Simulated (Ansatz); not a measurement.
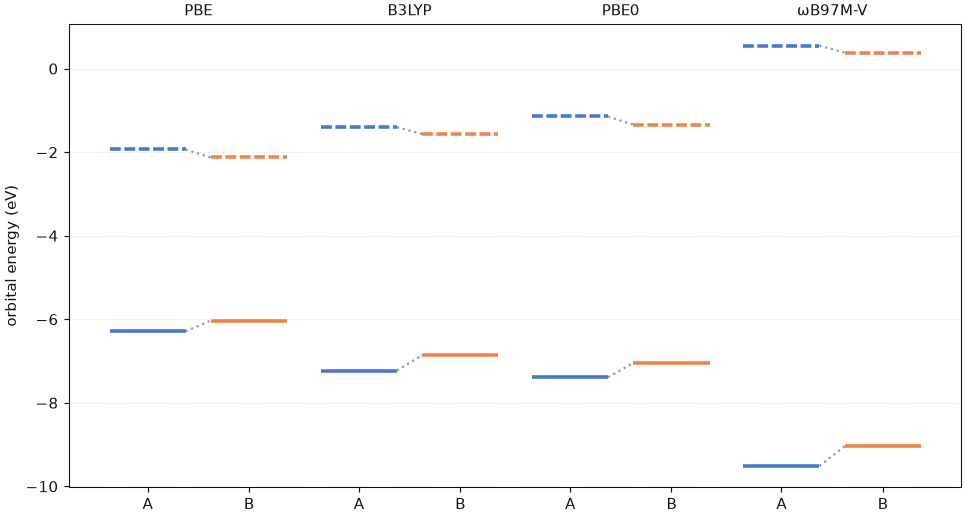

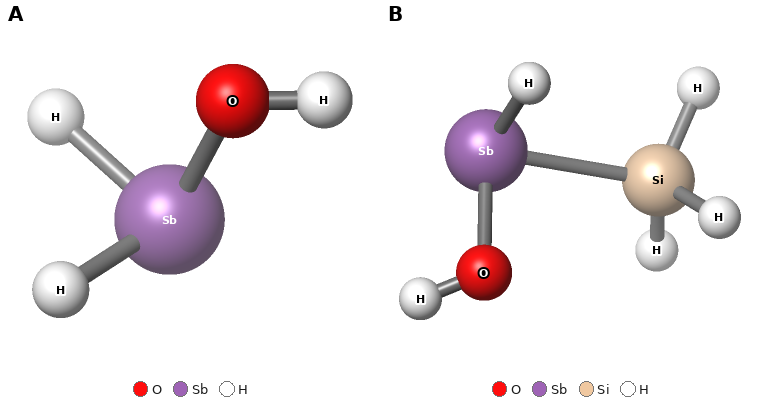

One change: A, SbH₃O (SMILES [OH][SbH2]), becomes B, SiSbH₅O (SMILES [OH][SbH][SiH3]). H on Sb is replaced by SiH₃. HOMO (solid) and LUMO (dashed) computed in def2-TZVPP at PBE0-D4/def2-TZVP geometries, both minima by their frequencies, gas phase, the Ansatz code. Empty levels above zero depend strongly on the basis.

> What does the change do to HOMO and LUMO?

PBE: the HOMO rises by 0.26 eV, the LUMO falls by 0.19 eV, and the separation goes from 4.35 to 3.90 eV. B3LYP: the HOMO rises by 0.37 eV, the LUMO falls by 0.16 eV, and the separation goes from 5.82 to 5.30 eV. PBE0: the HOMO rises by 0.35 eV, the LUMO falls by 0.20 eV, and the separation goes from 6.24 to 5.70 eV. ωB97M-V: the HOMO rises by 0.47 eV, the LUMO falls by 0.17 eV, and the separation goes from 10.07 to 9.42 eV.

> Do the functionals agree on the effect?

They agree on the direction for both levels; the HOMO shift lies between 0.26 and 0.47 eV and the LUMO shift between −0.20 and −0.16 eV, while the separations themselves differ by up to 5.7 eV between functionals.

Note: core potentials past krypton; spin-orbit coupling is left out, and with Sb it can shift these values.
